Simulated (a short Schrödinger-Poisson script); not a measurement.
System: symmetric double-gate stack, SiO2 on p-type Si(100), at 300 K.

```csv
layer,material,thickness (nm),Na (cm⁻³)
1,SiO2,2.2,-
2,Si,4,4e16
3,SiO2,2.2,-
```

The device is made up for the run: typed textbook-type constants, with dimensions and the other settings drawn at random. SiO2: permittivity 3.9, conduction-band edge (eV) 3.15, gap (eV) 9, electron mass (mₑ) 0.5. Si: permittivity 11.7, conduction-band edge (eV) 0, gap (eV) 1.124, Nv at 300 K (cm⁻³) 3.1e19.

Channel valleys (confinement mass, in-plane density-of-states mass, number): Δ2 0.916, 0.19, 2; Δ4 0.19, 0.417, 4. At the gates, both at one voltage, the conduction-band edge of layer 1 lies 3.19 eV − eVg above the Fermi level of the channel. Gaps are held at their typed values at every temperature. Mesh 0.03 nm at interfaces.

From a short Schrödinger-Poisson script (our own, NumPy): 1D Poisson equation in equilibrium, electrons quantum, Hartree (BenDaniel-Duke, 12 states a valley, the channel's in-plane mass for all, wave functions free to enter the dielectric), parabolic valleys, classical holes, full ionisation, no traps, pinning or gate leakage.

Only gate voltages with over 1e8 electrons/cm² are shown.

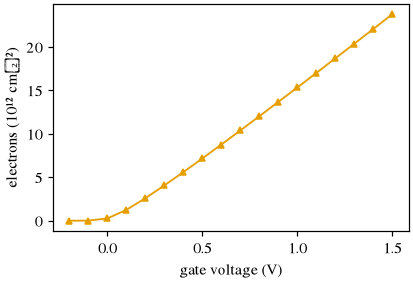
Figure: Sheet density against gate voltage

```csv
Vg (V),electrons (cm⁻²),C (μF/cm²),Δ2 E0 (meV),Δ2 E1 (meV),Δ4 E0 (meV),Δ4 E1 (meV)
-0.2,2.16e8,< 0.003,264.5,335.3,326.6,586.5
0,2.65e11,1.02,80.3,150.6,142.2,401.5
0.2,2.59e12,2.28,18.6,84.5,79.5,333.4
0.4,5.60e12,2.49,-4.1,56.6,55.7,303.0
0.6,8.77e12,2.58,-18.1,37.6,40.9,281.7
0.8,1.20e13,2.63,-28.3,22.7,30.0,264.7
1,1.53e13,2.67,-36.5,10.2,21.5,250.2
1.2,1.87e13,2.70,-43.4,-0.7,14.4,237.5
1.4,2.21e13,2.72,-49.6,-10.5,8.3,226.1
```

Subbands count from the Fermi level. The capacitance is that of both gates.
